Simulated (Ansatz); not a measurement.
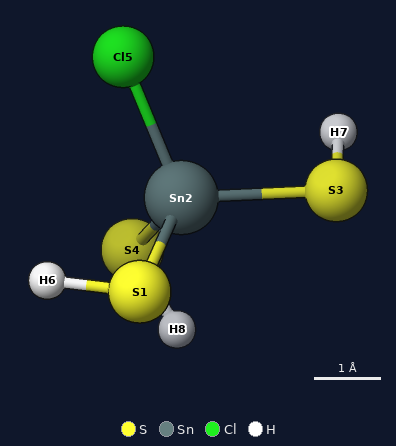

The structure as given in the input (ball-and-stick view, seen at a tilt; atoms are numbered from 1 in the order of the input). Sticks mark near contacts.

# Run report: SnH3S3Cl, geometry relaxation

The run: geometry relaxation of SnH3S3Cl, SMILES [SH][Sn]([SH])([SH])[Cl]. Method and program: RKS PBE-D4/def2-SVP (Ansatz 0.2.0).

The geometry: force-field start. Figures and captions count atoms from 1; the log counts them from 0 in places.

**Output**
```
Functional definition: PBE
  name "PBE"
  cite "Perdew, Burke & Ernzerhof, Phys. Rev. Lett. 77, 3865 (1996) doi:10.1103/PhysRevLett.77.3865"
  parent pbe
  parameter kappa = 0.804
  parameter beta = 0.06672455060314922
  exchange = pbe_x(kappa = kappa, mu = beta*pi^2/3)
  correlation = pbe_c(beta = beta)
1275 factors; their error is unknown
mean field evaluation 1: about -50877.3270 eV, gradient 2.4e1 eV
mean field evaluation 2: about -50874.9625 eV, gradient 3.8e1 eV
mean field evaluation 4: about -50879.0084 eV, gradient 8.9e-1 eV
mean field evaluation 8: about -50878.9466 eV, gradient 2.7e-2 eV
mean field -50878.94659642 eV, -1869.7668004298 hartree, gradient 3.6e-5 eV, S^2 0.000000; 0 other end points of the search recorded, 0 dependent functions left out
the calculation of the forces begins
reference -50878.94663281 eV, -1869.7668017670 hartree; 45, 45 occupied and 68, 68 virtual orbitals, 1275 factors
relax step   1: F+E_penalty+E_count = -50879.28129526 eV  Δ(F+E_penalty+E_count) = +0.000e0 eV  max|allowed force component| = 1.511e0 eV/Å  Δτ_max = 0.0000 Å  (25 SCF iters, accepted)
these checks for a lower state are left out or cut short: starts, cluster_reference, orbital_swaps, neighbouring_geometries, increment
1275 factors; their error is unknown
mean field evaluation 16: about -50879.0615 eV, gradient 1.1e1 eV
mean field -50879.14163440 eV, -1869.7739679433 hartree, gradient 1.8e-5 eV, S^2 0.000000; 0 other end points of the search recorded, 0 dependent functions left out
the calculation of the forces begins
reference -50879.14166998 eV, -1869.7739692510 hartree; 45, 45 occupied and 68, 68 virtual orbitals, 1275 factors
relax step   2: F+E_penalty+E_count = -50879.46640520 eV  Δ(F+E_penalty+E_count) = -1.851e-1 eV  max|allowed force component| = 8.652e-1 eV/Å  Δτ_max = 0.1906 Å  (28 SCF iters, accepted)
these checks for a lower state are left out or cut short: starts, cluster_reference, orbital_swaps, neighbouring_geometries, increment
1275 factors; their error is unknown
mean field -50879.21259700 eV, -1869.7765757707 hartree, gradient 5.7e-5 eV, S^2 0.000000; 0 other end points of the search recorded, 0 dependent functions left out
the calculation of the forces begins
reference -50879.21263324 eV, -1869.7765771028 hartree; 45, 45 occupied and 68, 68 virtual orbitals, 1275 factors
relax step   3: F+E_penalty+E_count = -50879.53661504 eV  Δ(F+E_penalty+E_count) = -7.021e-2 eV  max|allowed force component| = 2.942e-1 eV/Å  Δτ_max = 0.0912 Å  (24 SCF iters, accepted)
these checks for a lower state are left out or cut short: starts, cluster_reference, orbital_swaps, neighbouring_geometries, increment
1275 factors; their error is unknown
mean field evaluation 32: about -50879.2197 eV, gradient 4.2e-5 eV
mean field -50879.21966772 eV, -1869.7768356149 hartree, gradient 4.2e-5 eV, S^2 0.000000; 0 other end points of the search recorded, 0 dependent functions left out
the calculation of the forces begins
reference -50879.21970401 eV, -1869.7768369487 hartree; 45, 45 occupied and 68, 68 virtual orbitals, 1275 factors
relax step   4: F+E_penalty+E_count = -50879.54531136 eV  Δ(F+E_penalty+E_count) = -8.696e-3 eV  max|allowed force component| = 4.393e-2 eV/Å  Δτ_max = 0.0220 Å  (25 SCF iters, accepted)
these checks for a lower state are left out or cut short: starts, cluster_reference, orbital_swaps, neighbouring_geometries, increment
1275 factors; their error is unknown
mean field -50879.22100679 eV, -1869.7768848247 hartree, gradient 5.4e-5 eV, S^2 0.000000; 0 other end points of the search recorded, 0 dependent functions left out
the calculation of the forces begins
reference -50879.22104308 eV, -1869.7768861584 hartree; 45, 45 occupied and 68, 68 virtual orbitals, 1275 factors
relax step   5: F+E_penalty+E_count = -50879.54698543 eV  Δ(F+E_penalty+E_count) = -1.674e-3 eV  max|allowed force component| = 9.566e-2 eV/Å  Δτ_max = 0.0465 Å  (25 SCF iters, accepted)
these checks for a lower state are left out or cut short: starts, cluster_reference, orbital_swaps, neighbouring_geometries, increment
1275 factors; their error is unknown
mean field -50879.22300247 eV, -1869.7769581649 hartree, gradient 4.0e-5 eV, S^2 0.000000; 0 other end points of the search recorded, 0 dependent functions left out
the calculation of the forces begins
reference -50879.22303886 eV, -1869.7769595023 hartree; 45, 45 occupied and 68, 68 virtual orbitals, 1275 factors
relax step   6: F+E_penalty+E_count = -50879.54873793 eV  Δ(F+E_penalty+E_count) = -1.752e-3 eV  max|allowed force component| = 9.588e-2 eV/Å  Δτ_max = 0.0252 Å  (25 SCF iters, accepted)
these checks for a lower state are left out or cut short: starts, cluster_reference, orbital_swaps, neighbouring_geometries, increment
1275 factors; their error is unknown
mean field -50879.22408448 eV, -1869.7769979279 hartree, gradient 4.1e-5 eV, S^2 0.000000; 0 other end points of the search recorded, 0 dependent functions left out
the calculation of the forces begins
reference -50879.22412090 eV, -1869.7769992662 hartree; 45, 45 occupied and 68, 68 virtual orbitals, 1275 factors
relax step   7: F+E_penalty+E_count = -50879.54950067 eV  Δ(F+E_penalty+E_count) = -7.627e-4 eV  max|allowed force component| = 1.073e-2 eV/Å  Δτ_max = 0.0184 Å  (25 SCF iters, accepted)
1275 factors; their error is unknown
mean field evaluation 64: about -50879.2241 eV, gradient 8.4e-5 eV
```

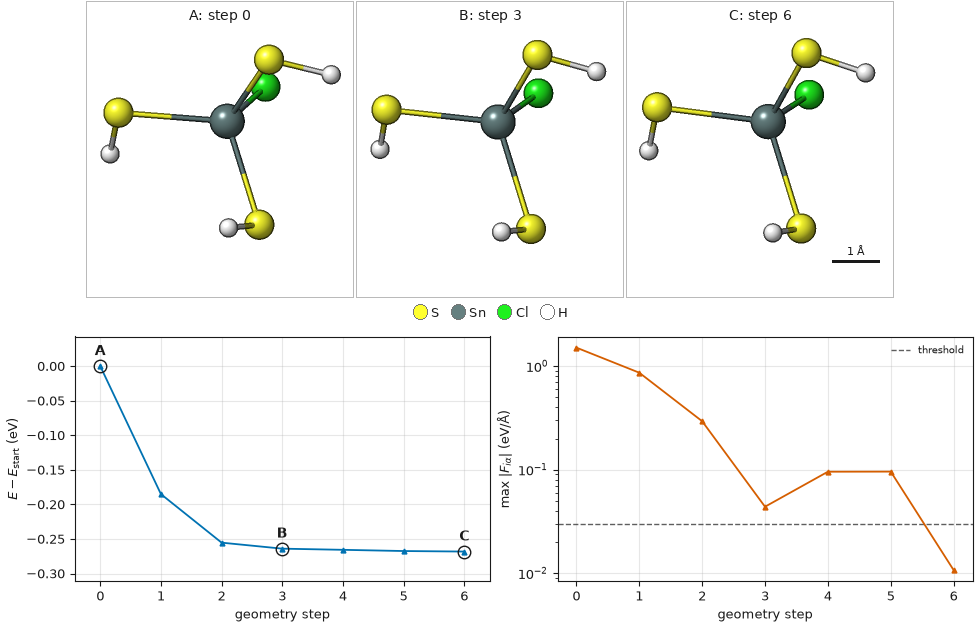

Frames of the relaxation (ball-and-stick view, seen at a tilt) above the curves, on which the letters mark them (the first geometry is step 0 here and step 1 in the log).

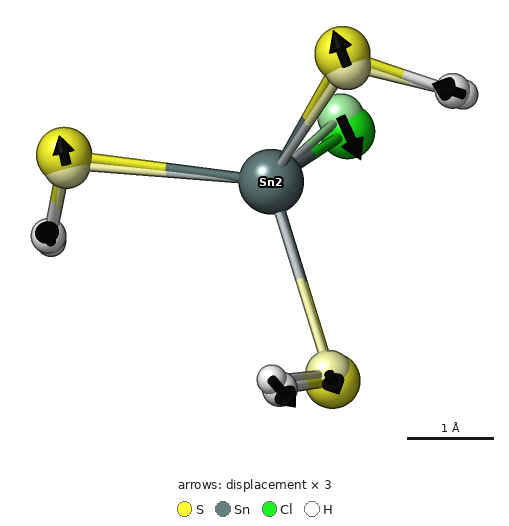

Start (faint) and end (solid) with the displacements as black arrows, magnified 3 times (ball-and-stick view, seen at a tilt). The two geometries are laid on each other by the best rigid fit. The atom that moves furthest after the best rigid fit is Cl5 (0.19 Å). Largest moves by element: Cl 0.19 Å, H 0.18 Å, S 0.15 Å, Sn 0.02 Å. Among the contacts that change: S1–H6 1.456 → 1.364 Å, S1–Sn2 2.365 → 2.429 Å, Sn2–S4 2.370 → 2.434 Å, S3–H7 1.423 → 1.364 Å. Among the angles that change: S4–Sn2–Cl5 108.5° → 102.3°, S3–Sn2–S4 108.4° → 114.2°, S1–Sn2–S3 108.3° → 104.1°. Over 6 geometry steps the energy falls by 0.268 eV. Largest force component: 1.5 eV/Å at the start, 0.011 eV/Å at the end. (Atoms are counted from 1 in the order of the input.)

```
mean field -50879.22408448 eV, -1869.7769979279 hartree, gradient 4.1e-5 eV, S^2 0.000000; 1 other end points of the search recorded, 0 dependent functions left out
the calculation of the forces begins
reference -50879.22412090 eV, -1869.7769992662 hartree; 45, 45 occupied and 68, 68 virtual orbitals, 1275 factors
Total energy: -50879.54953708 eV, -1869.7889580904 hartree
Atom 0 at    -1.315621     1.630805     1.210895 Å, force    -0.001652    -0.001081     0.001465 eV/Å
Atom 1 at     0.192100     0.269114    -0.120127 Å, force     0.000037     0.000587     0.005548 eV/Å
Atom 2 at     1.940213    -0.375287     1.438060 Å, force     0.000481    -0.002556     0.001181 eV/Å
Atom 3 at    -0.884170    -1.602344    -1.244947 Å, force     0.000617     0.000600     0.004445 eV/Å
Atom 4 at     1.081498     1.506811    -1.937204 Å, force     0.002897     0.004155    -0.010729 eV/Å
Atom 5 at    -2.167775     1.783855     0.156616 Å, force    -0.000422    -0.002720     0.000073 eV/Å
Atom 6 at     2.548495    -1.149776     0.493928 Å, force    -0.004201    -0.001370     0.000448 eV/Å
Atom 7 at    -1.302541    -2.120177    -0.053121 Å, force     0.002242     0.002385    -0.002432 eV/Å
Dipole moment:    -0.193976    -0.299366     0.108583 e Å
```

**Trajectory as extended XYZ (Å, eV, eV/Å), 7 frames, from step=1 to step=7**
```
8
Properties=species:S:1:pos:R:3:forces:R:3 step=1 energy=-50879.28130
S    -1.3753    1.5416    1.1556   -1.5110   0.8828  -0.8189
Sn    0.1809    0.2869   -0.1075    0.4580   0.1646  -0.3339
S     1.8829   -0.4986    1.3666    1.1013  -0.6380  -0.3055
S    -0.8503   -1.5894   -1.1250   -0.7228  -1.0235   0.2752
Cl    1.1452    1.6263   -1.8036   -0.0254  -0.0220  -0.1319
H    -2.2053    1.8286   -0.0058    1.0720  -0.4167   1.3882
H     2.6002   -1.1709    0.3382   -0.7418   0.6164   0.8284
H    -1.2861   -2.0815    0.1256    0.3697   0.4365  -0.9017
8
Properties=species:S:1:pos:R:3:forces:R:3 step=2 energy=-50879.46640
S    -1.3319    1.5805    1.2534   -0.2664  -0.0471  -0.8470
Sn    0.1787    0.2288   -0.1180    0.0061   0.1086   0.1655
S     1.9101   -0.4135    1.4943    0.0367  -0.2539  -0.8652
S    -0.8966   -1.6473   -1.2820    0.0246   0.1415   0.8053
Cl    1.0781    1.4923   -1.9214   -0.0054  -0.0208   0.0811
H    -2.0892    1.8042    0.1049    0.2452  -0.0198   0.6240
H     2.5094   -1.0569    0.4185   -0.0456   0.1653   0.5786
H    -1.2663   -2.0451   -0.0055    0.0048  -0.0738  -0.5423
8
Properties=species:S:1:pos:R:3:forces:R:3 step=3 energy=-50879.53661
S    -1.3728    1.5972    1.2061   -0.0419  -0.0087  -0.2453
Sn    0.1845    0.2562   -0.1103   -0.0192  -0.0511   0.0576
S     1.9379   -0.4422    1.4409    0.0091  -0.0509  -0.2850
S    -0.8944   -1.6355   -1.2267   -0.0007   0.0530   0.2942
Cl    1.1001    1.5323   -1.8908   -0.0220  -0.0321   0.0139
H    -2.1487    1.8391    0.0970    0.1428  -0.0586   0.2050
H     2.5867   -1.1048    0.4251   -0.1177   0.1095   0.2088
H    -1.3011   -2.0992    0.0029    0.0497   0.0389  -0.2492
8
Properties=species:S:1:pos:R:3:forces:R:3 step=4 energy=-50879.54531
S    -1.3602    1.5949    1.2066    0.0439   0.0021   0.0126
Sn    0.1841    0.2577   -0.1100   -0.0161  -0.0370   0.0270
S     1.9288   -0.4299    1.4361   -0.0076   0.0308  -0.0149
S    -0.8915   -1.6254   -1.2220    0.0100   0.0290   0.0124
Cl    1.0930    1.5222   -1.8978   -0.0063  -0.0063  -0.0174
H    -2.1321    1.8288    0.1072   -0.0233  -0.0015  -0.0069
H     2.5770   -1.0968    0.4375   -0.0017  -0.0109   0.0206
H    -1.3069   -2.1084   -0.0136    0.0010  -0.0062  -0.0334
8
Properties=species:S:1:pos:R:3:forces:R:3 step=5 energy=-50879.54699
S    -1.3305    1.6244    1.2101    0.0445  -0.0152   0.0957
Sn    0.1807    0.2502   -0.0998    0.0307   0.0688  -0.0721
S     1.9450   -0.3863    1.4384   -0.0437   0.0329   0.0935
S    -0.8927   -1.6066   -1.2462    0.0020  -0.0058   0.0312
Cl    1.0768    1.4939   -1.9109    0.0017   0.0058  -0.0119
H    -2.1430    1.8054    0.1340   -0.0637   0.0114  -0.0684
H     2.5599   -1.1169    0.4697    0.0517  -0.0618  -0.0613
H    -1.3039   -2.1210   -0.0511   -0.0231  -0.0362  -0.0066
8
Properties=species:S:1:pos:R:3:forces:R:3 step=6 energy=-50879.54874
S    -1.3194    1.6267    1.2113   -0.0026  -0.0048  -0.0067
Sn    0.1894    0.2641   -0.1186   -0.0340  -0.0456   0.0930
S     1.9391   -0.3799    1.4389   -0.0029  -0.0061  -0.0086
S    -0.8867   -1.6065   -1.2448    0.0030   0.0038  -0.0010
Cl    1.0786    1.5010   -1.9255    0.0430   0.0601  -0.0959
H    -2.1598    1.7952    0.1496    0.0017  -0.0036   0.0073
H     2.5577   -1.1359    0.4861   -0.0060   0.0006   0.0081
H    -1.3066   -2.1217   -0.0529   -0.0022  -0.0043   0.0038
8
Properties=species:S:1:pos:R:3:forces:R:3 step=7 energy=-50879.54950
S    -1.3156    1.6308    1.2109   -0.0017  -0.0011   0.0015
Sn    0.1921    0.2691   -0.1201    0.0000   0.0006   0.0055
S     1.9402   -0.3753    1.4381    0.0005  -0.0026   0.0012
S    -0.8842   -1.6023   -1.2449    0.0006   0.0006   0.0044
Cl    1.0815    1.5068   -1.9372    0.0029   0.0042  -0.0107
H    -2.1678    1.7839    0.1566   -0.0004  -0.0027   0.0001
H     2.5485   -1.1498    0.4939   -0.0042  -0.0014   0.0004
H    -1.3025   -2.1202   -0.0531    0.0022   0.0024  -0.0024
```

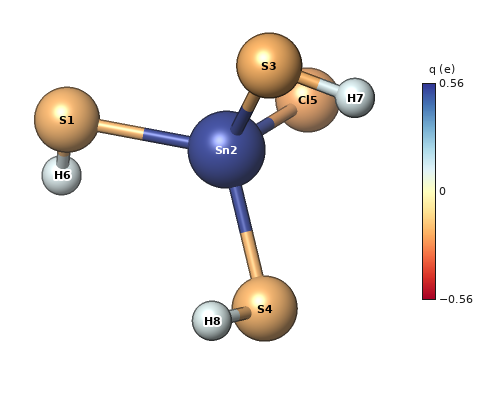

Mulliken charges, as the colour of each atom (ball-and-stick view, seen at a tilt; atoms are numbered from 1 in the order of the input). By element: S −0.21 to −0.20, Sn +0.53, Cl −0.24 and H +0.10 to +0.11 e.

This output came from the following input.

**The input**
```yaml
crystal:
  periodic: [false, false, false]
  atoms:
    - {symbol: S, position_ang: [-1.375300, 1.541600, 1.155600]}
    - {symbol: Sn, position_ang: [0.180900, 0.286900, -0.107500]}
    - {symbol: S, position_ang: [1.882900, -0.498600, 1.366600]}
    - {symbol: S, position_ang: [-0.850300, -1.589400, -1.125000]}
    - {symbol: Cl, position_ang: [1.145200, 1.626300, -1.803600]}
    - {symbol: H, position_ang: [-2.205300, 1.828600, -0.005800]}
    - {symbol: H, position_ang: [2.600200, -1.170900, 0.338200]}
    - {symbol: H, position_ang: [-1.286100, -2.081500, 0.125600]}
basis:
  gaussian: {orbitals: def2-SVP}
hamiltonian: {xc: pbe, dispersion: d4}
relax: {f_tol: 0.03, max_steps: 200}
```

Command:
```bash
ansatz run in.yaml --threads 4 --pin off --events-out ev --progress --plain --max-ram 10444MiB
```

**Summary**

| quantity | value |
| --- | --- |
| outcome | converged |
| total energy | −50879.5495 eV |
| mean-field energy | −50879.2241 eV |
| dispersion energy | −0.3254 eV |
| SCF solution under orbital rotations | stable |
| largest force (length of the vector) at the end | 0.012 eV/Å |
| dipole moment | 1.79 D |
| hardware | 4 threads of Intel Xeon @ 2.50GHz, 180 GiB of memory available, shared host |
| wall time | 28 s (CPU time 63 s) |
| peak memory | 0.19 GiB |
